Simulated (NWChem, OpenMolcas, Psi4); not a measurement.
How basis sets differ on C2H6O (dimethyl ether)

The species is C2H6O (9 atoms), meant as a singlet with charge 0. As SMILES, `COC`. Geometry: relaxed at PBE0-D4/def2-TZVP.

Quantity: the dipole moment, in D. The values are calculated.

**The experiment to reproduce.** NIST CCCBDB gives the dipole moment of the gas as 1.30 D.

```csv
level,kind,program,value (D),computed − measured
HF/STO-3G,Hartree–Fock,Psi4,1.26,-0.04
HF/3-21G,Hartree–Fock,OpenMolcas,1.77,+0.47
HF/cc-pVDZ,Hartree–Fock,NWChem,1.43,+0.13
HF/def2-SVP,Hartree–Fock,NWChem,1.56,+0.26
HF/cc-pVTZ,Hartree–Fock,NWChem,1.38,+0.08
```

Nearest: HF/STO-3G (-0.04 D); farthest: HF/3-21G (+0.47 D). The measured dipole is a vibrational average, so differences of a few hundredths of a debye mean little. Magnitudes only. Sets without polarisation functions give poor dipoles. Without the sets that lack polarisation functions the rows with a basis span only 1.38 to 1.56 D.

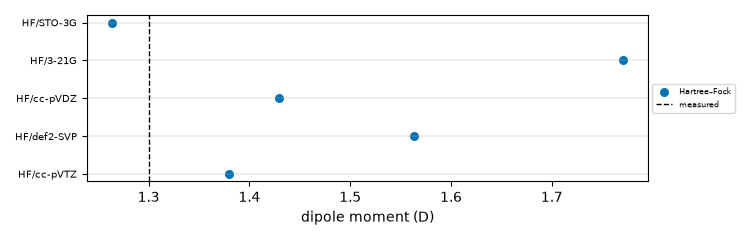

The values of the table, level by level.
